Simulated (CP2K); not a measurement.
# C2H6BFN (SMILES N[B]CCF) at GFN1-xTB

Aim: the energy difference between two shapes of C2H6BFN at GFN1-xTB, from 2 runs. 

Program for the calculation: CP2K 2026.2.

2 further runs of the same task are left out: 1 that didn't finish, 1 set aside as unsound or not needed.

**1. The system as given**

The species is C2H6BFN (11 atoms), meant as a doublet with charge 0. As SMILES, `N[B]CCF`. The shape is that of a GFN2-xTB optimisation. This is one conformer, not always the lowest.

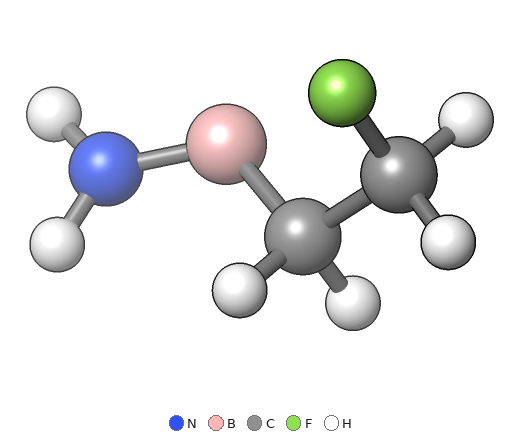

Viewed from a chosen angle; nitrogen blue, boron pink, carbon grey, fluorine green, hydrogen white.

**2. Energy and gradient at GFN1-xTB**

Contents of qs.inp:

```
&GLOBAL
  PROJECT qs
  RUN_TYPE ENERGY_FORCE
  PRINT_LEVEL MEDIUM
&END GLOBAL
&FORCE_EVAL
  METHOD Quickstep
  &DFT
    CHARGE 0
    MULTIPLICITY 2
    UNRESTRICTED_KOHN_SHAM T
    # Quickstep
    &QS
      METHOD XTB
      EPS_DEFAULT 1.0E-10
      &XTB
        GFN_TYPE 1
        CHECK_ATOMIC_CHARGES F
      &END XTB
    &END QS
    # no periodic images
    &POISSON
      PERIODIC NONE
      POISSON_SOLVER ANALYTIC
    &END POISSON
    &SCF
      SCF_GUESS ATOMIC
      EPS_SCF 1.0E-07
      MAX_SCF 50
      &OT ON
        MINIMIZER CG
        PRECONDITIONER FULL_SINGLE_INVERSE
      &END OT
      &OUTER_SCF
        EPS_SCF 1.0E-07
        MAX_SCF 10
      &END OUTER_SCF
    &END SCF
    &PRINT
      &MOMENTS
        PERIODIC F
        REFERENCE COM
        MAX_MOMENT 1
      &END MOMENTS
      &MO_CUBES
        NLUMO 1
        NHOMO -1
        WRITE_CUBE F
      &END MO_CUBES
      &HIRSHFELD OFF
      &END HIRSHFELD
    &END PRINT
  &END DFT
  &SUBSYS
    &CELL
      ABC [angstrom] 10.6 11.9 12.4
      PERIODIC NONE
    &END CELL
    &COORD
      UNIT bohr
      N     -0.1919395     2.5010714     3.3143151
      B      0.9813726     1.4572434     1.2511310
      C     -0.5689020     0.0458070    -0.9071819
      C      0.8346920    -2.0915867    -2.2315965
      F      1.4638385    -3.9647777    -0.5316933
      H      0.6971956     3.4279821     4.7194776
      H     -2.0814199     2.3954168     3.6402550
      H     -1.0950963     1.4105105    -2.3656348
      H     -2.3317142    -0.7314752    -0.1440349
      H      2.6151164    -1.4406516    -3.0605059
      H     -0.3231243    -3.0095022    -3.6845502
    &END COORD
    &TOPOLOGY
      &CENTER_COORDINATES
      &END CENTER_COORDINATES
    &END TOPOLOGY
  &END SUBSYS
  &PRINT
    &FORCES ON
    &END FORCES
  &END PRINT
&END FORCE_EVAL
```

The run is started by

```bash
$ OMP_NUM_THREADS=1 cp2k.psmp -i qs.inp > qs.out 2>&1
```

The program printed (excerpt; [...] marks lines left out):

```text
CP2K| version string:                                       CP2K version 2026.2
[...]
 GLOBAL| Method name                                                        CP2K
[...]
 GLOBAL| Run type                                                   ENERGY_FORCE
[...]
                             - Atoms:                                         11
[...]
                             - Spherical basis functions:                     32
[...]
 Number of electrons:                                                         15
[...]
     1 OT CG       0.80E-01    0.0     0.03029443       -17.1161995654 -1.71E+01
[...]
    15 OT CG       0.22E+00    0.0     0.00000010       -17.1739075769 -4.97E-12
  *** SCF run converged in    15 steps ***
[...]
 TB_DIPOLE| Moment [Debye]         -0.88018640       2.46197699       0.08621612
 TB_DIPOLE| Derivative [a.u.]       0.00000000       0.00000000       0.00000000
[...]
 ENERGY| Total FORCE_EVAL ( QS ) energy [hartree]            -17.173907576901279
 FORCES| Atomic forces [hartree/bohr]
 FORCES|   Atom     x               y               z               |f|
 FORCES|      1 -1.65751847E-02  6.56869608E-03  1.51487512E-02   2.33959222E-02
 FORCES|      2  1.44871554E-02 -3.69613820E-03 -1.03112101E-02   1.81620528E-02
 FORCES|      3 -5.00056036E-03 -4.54559672E-03 -4.49373873E-04   6.77273876E-03
 FORCES|      4  2.46298649E-03 -2.51053985E-03  1.97770798E-03   4.03490293E-03
 FORCES|      5 -1.74123959E-03  3.57863022E-03 -3.90205503E-04   3.99884607E-03
 FORCES|      6  1.75924549E-03 -2.64817370E-03 -5.04827982E-03   5.96597836E-03
 FORCES|      7  4.18799367E-03 -2.65990446E-04 -1.40670014E-03   4.42592896E-03
 FORCES|      8  1.15757695E-03  1.32096695E-03  4.13228601E-04   1.80435472E-03
 FORCES|      9 -9.15813410E-04  7.31140774E-06  8.11901488E-04   1.22390837E-03
 FORCES|     10  8.15296983E-04  9.90741405E-04 -5.65368027E-04   1.40211223E-03
 FORCES|     11 -6.37456914E-04  1.20009285E-03 -1.80451734E-04   1.37081618E-03
 FORCES| Sum    -4.45715513E-16 -6.89552582E-17 -3.29326410E-16
 FORCES| Total atomic force                                       5.58455934E-16
[...]
```

Run time: 1.1 s. Hardware: 1 thread of AMD EPYC 9R45 (Zen 5), shared host; peak memory 0.2 GiB.

**3. The distorted shape at the same level**

Contents of run.inp:

```
&GLOBAL
   PROJECT run
   RUN_TYPE ENERGY_FORCE
   PRINT_LEVEL MEDIUM
&END GLOBAL
&FORCE_EVAL
   METHOD Quickstep
   &DFT
      MULTIPLICITY 2
      UKS T
      &QS
         METHOD XTB
         EPS_DEFAULT 1.0E-10
         &XTB
            GFN_TYPE 1
            CHECK_ATOMIC_CHARGES F
         &END XTB
      &END QS
      ! no periodic images
      &POISSON
         PERIODIC NONE
         POISSON_SOLVER ANALYTIC
      &END POISSON
      ! self-consistent field
      &SCF
         SCF_GUESS ATOMIC
         EPS_SCF 1.0E-07
         MAX_SCF 50
         &OT
            MINIMIZER CG
            PRECONDITIONER FULL_SINGLE_INVERSE
         &END OT
         &OUTER_SCF
            EPS_SCF 1.0E-07
            MAX_SCF 10
         &END OUTER_SCF
      &END SCF
      &PRINT
         &MOMENTS
            PERIODIC F
            REFERENCE COM
            MAX_MOMENT 1
         &END MOMENTS
         &MO_CUBES
            NLUMO 1
            NHOMO -1
            WRITE_CUBE F
         &END MO_CUBES
         &HIRSHFELD OFF
         &END HIRSHFELD
      &END PRINT
   &END DFT
   &SUBSYS
      &CELL
         ABC 10.6 12 12.5
         PERIODIC NONE
      &END CELL
      &COORD
         UNIT bohr
         N     -0.2197203     2.5362487     3.2780304
         B      1.0031592     1.4149154     1.2525350
         C     -0.5684844     0.0656737    -0.9522273
         C      0.7787713    -2.1223571    -2.2179527
         F      1.4708948    -4.0006447    -0.5501012
         H      0.7234741     3.4690893     4.7262183
         H     -2.1363788     2.4171468     3.6128219
         H     -1.1141561     1.3931571    -2.4123450
         H     -2.3631517    -0.7589802    -0.1394183
         H      2.6151655    -1.4173570    -3.0513427
         H     -0.3426981    -3.0191380    -3.7524575
      &END COORD
      &TOPOLOGY
         &CENTER_COORDINATES
         &END CENTER_COORDINATES
      &END TOPOLOGY
   &END SUBSYS
   ! extra output
   &PRINT
      &FORCES ON
      &END FORCES
   &END PRINT
&END FORCE_EVAL
```

The run is started by

```bash
$ OMP_NUM_THREADS=1 cp2k.psmp -i run.inp > run.out 2>&1
```

The program printed (excerpt; [...] marks lines left out):

```text
CP2K| version string:                                       CP2K version 2026.2
[...]
 GLOBAL| Method name                                                        CP2K
[...]
 GLOBAL| Run type                                                   ENERGY_FORCE
[...]
                             - Atoms:                                         11
[...]
                             - Spherical basis functions:                     32
[...]
 Number of electrons:                                                         15
[...]
     1 OT CG       0.80E-01    0.0     0.03094910       -17.1109704726 -1.71E+01
[...]
    16 OT CG       0.23E+00    0.0     0.00000006       -17.1705230433 -1.39E-12
  *** SCF run converged in    16 steps ***
[...]
 TB_DIPOLE| Moment [Debye]         -0.89959468       2.44217787       0.14687270
 TB_DIPOLE| Derivative [a.u.]       0.00000000       0.00000000       0.00000000
[...]
 ENERGY| Total FORCE_EVAL ( QS ) energy [hartree]            -17.170523043331638
 FORCES| Atomic forces [hartree/bohr]
 FORCES|   Atom     x               y               z               |f|
 FORCES|      1 -8.34095616E-03  1.15509113E-02  2.47033524E-02   2.85175511E-02
 FORCES|      2  4.84879321E-03  1.12429019E-03 -5.22133096E-03   7.21367597E-03
 FORCES|      3 -2.03415371E-02 -2.02805721E-02  1.83969680E-02   3.41105287E-02
 FORCES|      4  2.49040798E-02  2.73867583E-03 -1.84216989E-02   3.10977897E-02
 FORCES|      5 -7.08102900E-03  6.24496943E-03 -1.20724587E-03   9.51830119E-03
 FORCES|      6 -1.18347155E-02 -1.39697647E-02 -2.13802212E-02   2.81483334E-02
 FORCES|      7  1.63749601E-02  1.61724856E-03 -3.12310802E-03   1.67483914E-02
 FORCES|      8  7.28788007E-04  4.51656356E-03 -2.40487544E-03   5.16854953E-03
 FORCES|      9  1.16912034E-02  9.84453340E-03 -5.24947430E-03   1.61603235E-02
 FORCES|     10 -1.40003123E-02 -6.62541295E-03  4.59592630E-03   1.61563418E-02
 FORCES|     11  3.05072568E-03  3.23855752E-03  9.31170798E-03   1.03200333E-02
 FORCES| Sum     1.84314369E-16  9.71445147E-17  3.33066907E-16
 FORCES| Total atomic force                                       3.92864364E-16
[...]
```

It took 1.1 s on 1 thread of AMD EPYC 9R45 (Zen 5), shared host; peak memory 0.2 GiB.

**4. Outcome**

At GFN1-xTB:

```
                                                  quantity         value
                                 first shape: total energy  -17.17391 Eh
    first shape: dipole moment (from atomic charges alone)        2.62 D
           first shape: HOMO energy (highest over α and β)      -8.26 eV
                            first shape: dispersion energy  -7.79 kJ/mol
                     first shape: largest force on an atom    1.203 eV/Å
                             distorted shape: total energy  -17.17052 Eh
distorted shape: dipole moment (from atomic charges alone)        2.61 D
       distorted shape: HOMO energy (highest over α and β)      -8.37 eV
                        distorted shape: dispersion energy  -7.77 kJ/mol
                 distorted shape: largest force on an atom    1.754 eV/Å
                    energy change with the atoms displaced      0.092 eV
```

What this shows: With the atoms displaced the energy rises by 0.09 eV (2.1 kcal/mol). The first shape isn't relaxed at this level, so the change isn't measured from a minimum. The largest force (first shape) is 1.20 eV/Å: the shape isn't a stationary point for this species at this level. The dipole (first shape) comes from point charges on the atoms alone, without atomic dipoles, so it is partial. The dipole (distorted shape) comes from point charges on the atoms alone, without atomic dipoles, so it is partial.
